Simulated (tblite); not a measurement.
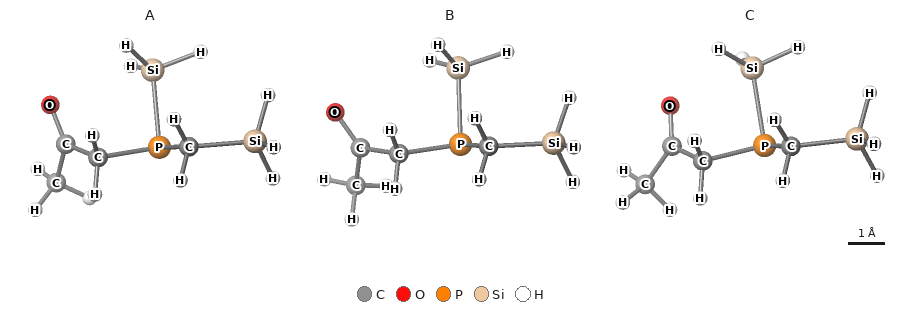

3 geometries from one relaxation of C4H13OPSi2, in shuffled order. Style: ball-and-stick. Shown at a tilt.

Level of theory: GFN2-xTB geometry optimisation, gas phase in tblite. 

**Order the frames from highest to lowest energy.**

B, A, C. They are steps 0, 109, 177, at +26.7 kJ/mol, +1.88 kJ/mol relative to the last. Over 177 geometry steps the energy falls by 26.7 kJ/mol. The largest move after the best rigid fit is that of the O atom, 1.15 Å. Largest moves by element: O 1.15 Å, H 1.03 Å, C 0.38 Å, Si 0.19 Å, P 0.15 Å. Among the contacts that change: O–Si 3.734 → 2.673 Å, C–Si 1.864 → 1.904 Å, H–Si 1.488 → 1.454 Å, C–P 1.857 → 1.889 Å. Among the angles between lasting bonds that change: C–C–P 118.7° → 106.5°, C–C–H 106.5° → 112.6°, P–Si–H 107.2° → 113.2°. Groups turn about C–C by about 45°.
